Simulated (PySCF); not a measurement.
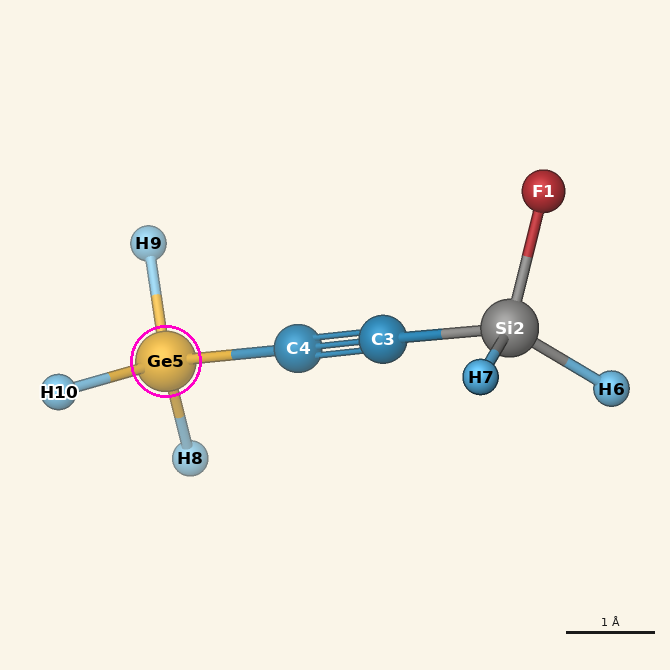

Orthographic view. Distant atoms are faded towards the background colour. The computed structure is the end point of a PBE0-D3(BJ)/def2-SVP optimisation. No frequency run is at hand to confirm it as a minimum.

> Which atoms are bonded to the circled atom?

The circled atom is Ge5; it is bonded to C4, H8, H9, H10.

> Which atom is nearest the viewer?

H7, 2.8 Å in front of the mean position.

> Of Si2 and C3, which is nearer the viewer?

Si2; the bond to C3 points away from the viewer, so it looks shorter than its 1.83 Å.

> What is the shortest path along bonds from the circled atom to H6?

Ge5–C4–C3–Si2–H6, 4 bonds; through space the two are 5.63 Å apart.
